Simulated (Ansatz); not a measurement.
```yaml
atoms:
  - { symbol: H, position_ang: [0.0376, 0.0380, -1.3036] }
  - { symbol: H, position_ang: [-0.1342, -0.1341, -2.0090] }
  - { symbol: F, position_ang: [-0.4206, -0.4222, 1.8358] }
  - { symbol: F, position_ang: [0.5172, 0.5183, 1.4768] }
```

Geometry: PBE0-D4/def2-TZVP.

The calculation used RKS PBE0-D4/def2-TZVPPD in Ansatz.

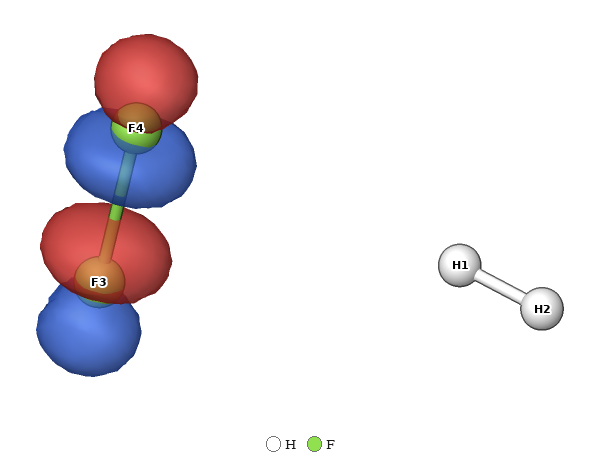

H2···F2 (SMILES [H][H].FF). The LUMO at ±0.4 Å⁻³ᐟ² (red and blue are the two phases), seen at a tilt.

Where does this orbital lie, and at what energy?

It lies mainly on F3 (about 50 %) and F4 (about 50 %); it is symmetric in the molecular plane (an in-plane orbital: σ, lone-pair or in-plane π type). Its energy is −3.39 eV.
